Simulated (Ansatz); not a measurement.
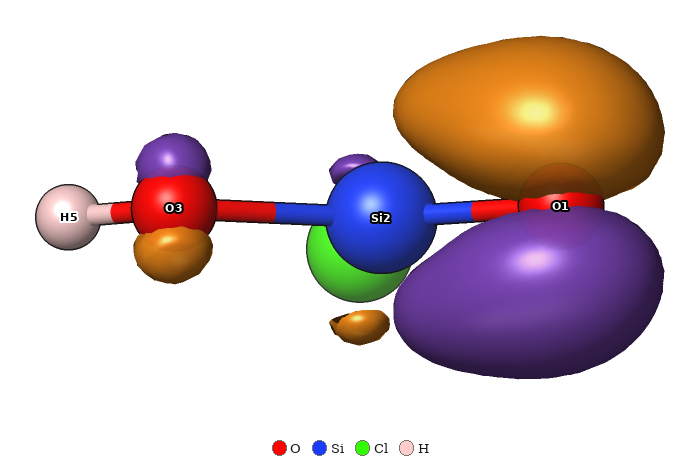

*ClHO2Si (SMILES O=[Si](O)Cl). The HOMO−1 at ±0.2 Å⁻³ᐟ² (orange and purple are the two phases), seen from one side.*

Computed with RKS BHLYP/def2-SVP (Ansatz).

```xyz
5

O    -0.7931   -1.6995    0.7545
Si   -0.3092   -0.4132    0.1447
O     1.1677    0.2227    0.2547
Cl   -1.4413    0.8389   -0.9818
H     1.3759    1.0511   -0.1721
```

Q: What is the character of this orbital?

A: By Hirshfeld shares it lies mainly on O1 (about 70 %), Si2 (about 20 %) and Cl4 (about 5 %); it changes sign across the molecular plane (π type). Its energy is −10.15 eV.
